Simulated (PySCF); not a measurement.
# PSH3: singlet, from a square planar start

Aim: relax PSH3 as a singlet from a square planar start, check by its vibrations whether the end is a minimum, and collect its spectrum and constants.

The runs use PySCF 2.14.0; PBE0, basis P def2-TZVP, S def2-TZVP, H def2-TZVP, no relativity, density fitting.

## Step 1: Starting geometry

5 atoms, charge 0, spin multiplicity 1.

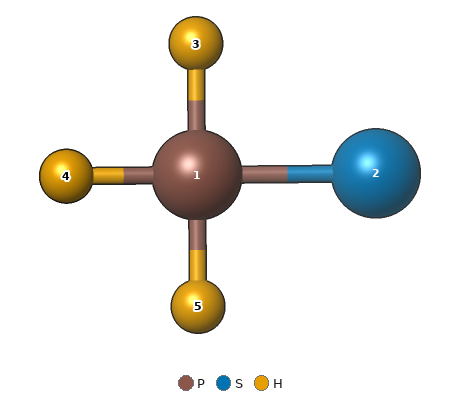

The starting geometry (phosphorus brown, sulfur blue, hydrogen amber); atoms are numbered from 1 in the order of the file.

Z-matrix (Å, degrees; charge 0 multiplicity 1):
```
P
S  1 1.9600
H  1 1.4300 2 90.00
H  1 1.4300 3 90.00 2 180.00
H  1 1.4300 2 90.00 3 180.00
```

## Step 2: Square planar start, singlet: relaxation

The steps below are one call of a driver around PySCF. For each, scf.py gives the equivalent set-up of the SCF; relaxations use the driver's own optimiser. Before each start the driver seeks the lowest SCF state from one or more starting densities and follows internal instabilities, so scf.py alone need not reach the same state.

The program finds C2v symmetry in the start, which this walk keeps. Threshold on the gradient: 0.0003 Eh/bohr, with a further test on the energy change.

scf.py

```python
from pyscf import gto, scf, dft
mol = gto.M(atom='''
P      0.000000     0.928069     0.000000
S      0.000000    -1.031931     0.000000
H      1.430000     0.928069     0.000000
H      0.000000     2.358069     0.000000
H     -1.430000     0.928069    -0.000000''',
    basis={'P': 'def2-TZVP', 'S': 'def2-TZVP', 'H': 'def2-TZVP'},
    charge=0, spin=0)
mf = dft.RKS(mol, xc='PBE0')
mf.grids.atom_grid = (50, 194)
aux = {'P': 'def2-universal-JKFIT', 'S': 'def2-universal-JKFIT', 'H': 'def2-universal-JKFIT'}
mf = mf.density_fit(auxbasis=aux)
mf.kernel()
```

After this run come: Frequencies; Following the imaginary mode; Vibrations and properties at this point.

Q: Predict the outcome of this session. Wanted: minimum; geometry; wavenumbers; dipole moment; highest occupied, lowest empty level; polar-tensor charge of P1; zero-point energy; atomisation energy.

The runs gave:

| quantity | value |
| --- | --- |
| minimum | singlet, C3v |
| geometry | P–H 1.415 Å (×3), P–S 1.925 Å; H–P–H 99.9° (×3), H–P–S 117.9° (×3) |
| wavenumbers (cm⁻¹) | 693 (a1), 723 (e), 1116 (e), 1126 (a1), 2408 (e), 2423 (a1) |
| dipole moment | 3.56 D |
| highest occupied, lowest empty level | -6.96, 0.00 eV |
| polar-tensor charge of P1 | +1.04 e |
| zero-point energy | 76.2 kJ/mol |
| entropy at 298.15 K | 246.5 J/(mol K) |
| atomisation energy (no zero-point energy) | 1277 kJ/mol |

The square planar start (C2v) ends in a minimum of C3v symmetry, after a stop at a saddle point 334.2 kJ/mol higher, from which it was pushed off along an imaginary mode. In the infrared the band at 1126 cm⁻¹ (a1, bend) leads. Other starts or spin states, not run here, may lie lower.
